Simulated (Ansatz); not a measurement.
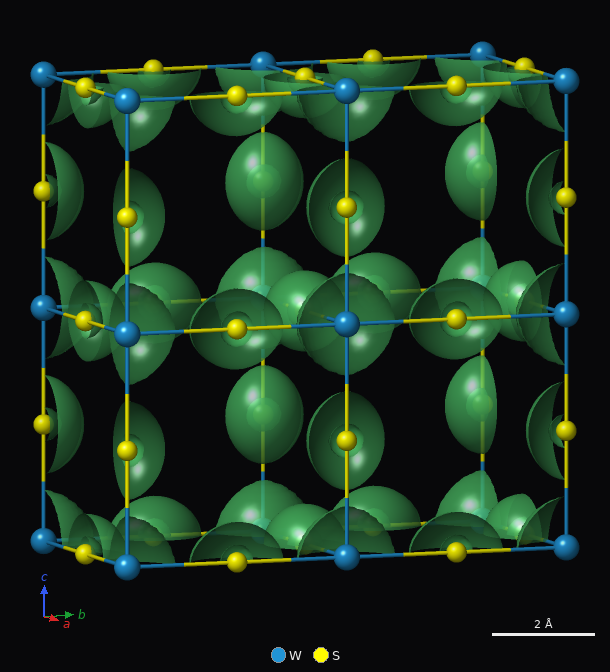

*WS3. Isosurface of the valence pseudo-density at 0.8 e/Å³ (green), seen slightly off an axis. Sticks mark near contacts.*

Space group Pm-3m.

Computed with Ansatz 0.2.0, DFT PBEsol, scalar-relativistic, plane waves, PAW.

In a PAW calculation such maps are meaningful between the atoms, not at the nuclei.

Input

```
crystal:
  lattice:
    - [4.6369163394, 0.0, 0.0]
    - [0.0, 4.6369163394, 0.0]
    - [0.0, 0.0, 4.6369163394]
  atoms:
    - { symbol: W, position: [0.0, 0.0, 0.0] }
    - { symbol: S, position: [0.0, 0.0, 0.5] }
    - { symbol: S, position: [0.0, 0.5, 0.0] }
    - { symbol: S, position: [0.5, 0.0, 0.0] }
basis:
  ecutwfc: 420
kpoints:
  mp_grid: { grid: [10, 10, 10] }
hamiltonian:
  xc: pbesol
scf:
  occupations: { method: gaussian, width: 0.1 }
output:
  forces: true
  stress: true
  eigenvalues: true
  write_density: true
  write_potential: true
  elf: true
  volumetric_format: npy
relax:
  adjacent_minimum: "off"
  f_tol: 0.005
  max_steps: 80
  cell: { stress_tol: 0.05 }
```

Command:

```sh
ansatz run input.yaml --threads 2 --pin off --max-ram 6144MiB --backend cpu --events-out ev --progress --plain --runs-dir out
```

Below, planes, directions and counts refer to the conventional cell (a = 4.64 Å, b = 4.64 Å, c = 4.64 Å, α = 90.00°, β = 90.00°, γ = 90.00°).

The fields are those of the run's last geometry, not of the input's.

### Which contacts does the surface bridge?

At this value the density breaks into separate islands; it holds about 50 % of the electrons treated as valence (semicore included). It bridges none of the near contacts. It is pinched off along the sampled W–S (2.32 Å) contacts. On the grid the lowest density along these lines, outside the cores, is 0.67 e/Å³ (W–S, 2.32 Å).
